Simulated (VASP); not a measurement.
Band structure of Rb (bcc). Level of theory: PBE GGA with D3 dispersion (zero damping), VASP's PBE PAW potentials (set 64) (plane waves; VASP 6.6.1).

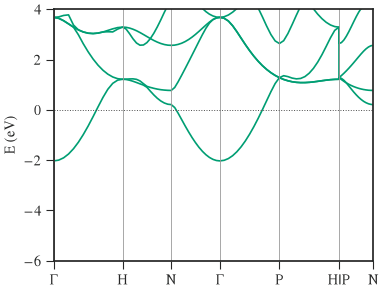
Figure: Bands along high-symmetry lines, zero at the valence-band maximum or, without a gap, the Fermi level

Problem. Read the plot: is there a gap, and where are the band edges?

Solution. It has no gap at this level: it comes out as a metal or semimetal. (Edges off the drawn lines would not show.)

The compound is Rb in the bcc structure. It was relaxed first.
